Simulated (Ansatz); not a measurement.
# H5N2NbO2: what the fields show

Input

```
crystal:
  periodic: [false, false, false]
  atoms:
    - {symbol: N, position_ang: [-1.641212, 0.682239, -0.073804]}
    - {symbol: N, position_ang: [1.244984, -0.020343, 1.292430]}
    - {symbol: Nb, position_ang: [0.005104, -0.406224, -0.199058]}
    - {symbol: O, position_ang: [-0.468643, -2.026475, -0.032585]}
    - {symbol: O, position_ang: [0.884027, 0.007486, -1.842998]}
    - {symbol: H, position_ang: [-2.565404, 0.316927, 0.138948]}
    - {symbol: H, position_ang: [-1.687577, 1.694546, -0.159182]}
    - {symbol: H, position_ang: [1.465547, -0.664335, 2.047050]}
    - {symbol: H, position_ang: [1.718013, 0.865509, 1.452790]}
    - {symbol: H, position_ang: [1.128362, -0.500629, -2.620693]}
basis:
  gaussian: {orbitals: def2-TZVPD}
total_charge: 0
hamiltonian: {xc: pbe0}
output: {forces: true, orbitals: {seedname: orbitals}}
```

Command:

```sh
ansatz run input.yaml --threads 2 --pin off --max-ram 5220MiB --events-out events.jsonl --progress --plain --runs-dir runs
```

Geometry: PBE0-D4/def2-SVP; core potentials replace the inner electrons of Nb.

All numbers below come from Ansatz 0.2.0, isolated molecule in a Gaussian basis; Kohn-Sham density functional theory, functional PBE0.

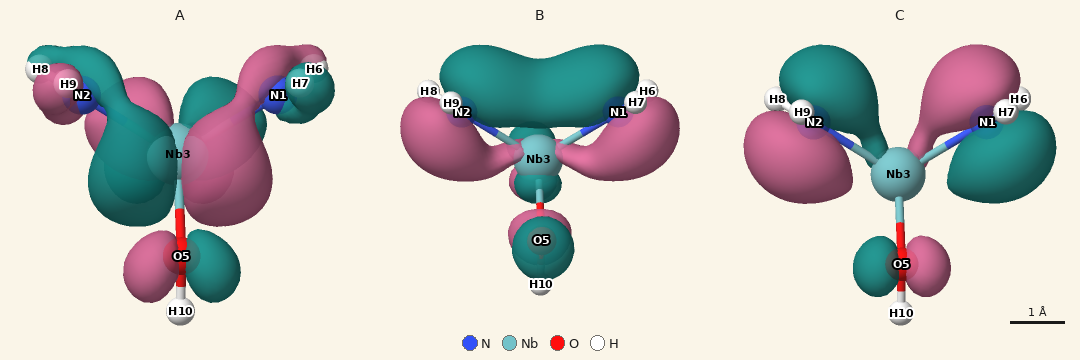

Figure 1. Three frontier orbitals at ±0.1 Å⁻³ᐟ² (teal and pink are the two phases), in no order.

### Which picture is the HOMO−1, the HOMO and the LUMO?

B is the HOMO−1 (−8.12 eV). Its weight (Hirshfeld) is mainly on N1 (about 30 %), N2 (about 30 %), Nb3 (about 20 %) and O5 (about 10 %). C is the HOMO (−7.30 eV). It lies mainly on N1 (about 35 %), N2 (about 35 %) and Nb3 (about 10 %); largely a combination of lone pairs on N1 and N2. A is the LUMO (−0.66 eV). By Hirshfeld shares it lies mainly on Nb3 (about 65 %), O4 (about 10 %) and O5 (about 10 %).

### What is the HOMO–LUMO gap?

6.64 eV between the orbital energies.

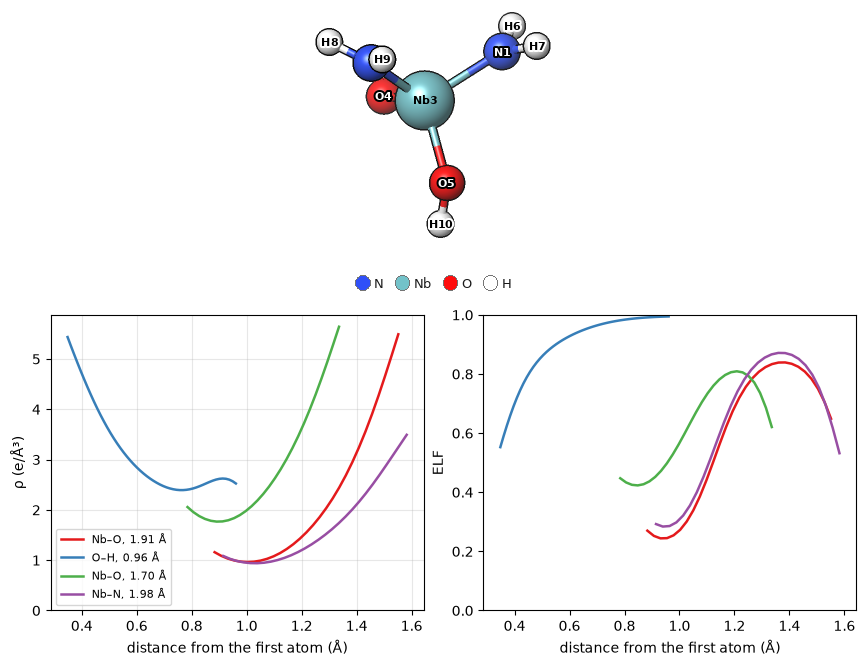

Figure 2. Electron density and ELF along straight lines between neighbouring atoms. The curves leave out the atomic cores. The structure is drawn too.

### Compare the contacts.

Nb–O (1.91 Å): ρ is about 0.99 e/Å³ halfway; the ELF peaks at about 0.85 in the valence shell of O, 0.5 Å from its nucleus, and drops to about 0.25 between the two atoms.
O–H (0.96 Å): ρ at the midpoint is about 3.8 e/Å³; the ELF climbs to about 1 towards the hydrogen, as it does in any bond to H; an ordinary covalent bond to hydrogen.
Nb–O (1.70 Å): ρ at the midpoint is about 1.8 e/Å³; the ELF peaks at about 0.80 in the valence shell of O, 0.5 Å from its nucleus, and drops to about 0.40 between the two atoms.
Nb–N (1.98 Å): ρ is about 0.96 e/Å³ halfway; the ELF peaks at about 0.85 in the valence shell of N, 0.6 Å from its nucleus, and is about 0.30 at the midpoint.

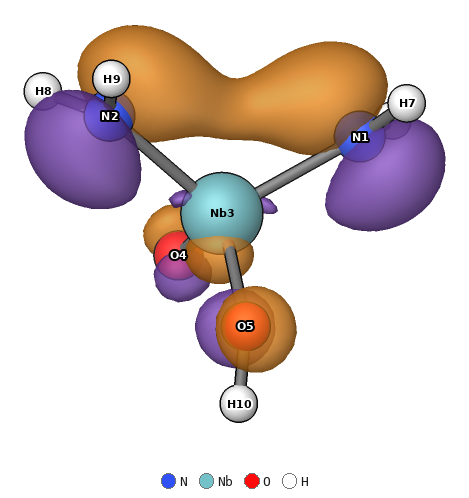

Figure 3. The HOMO−1 at ±0.15 Å⁻³ᐟ² (orange and purple are the two phases), seen at a tilt.

### Describe this orbital and give its energy.

By Hirshfeld shares it lies mainly on N1 (about 30 %), N2 (about 30 %), Nb3 (about 20 %) and O5 (about 10 %). Its energy is −8.12 eV.
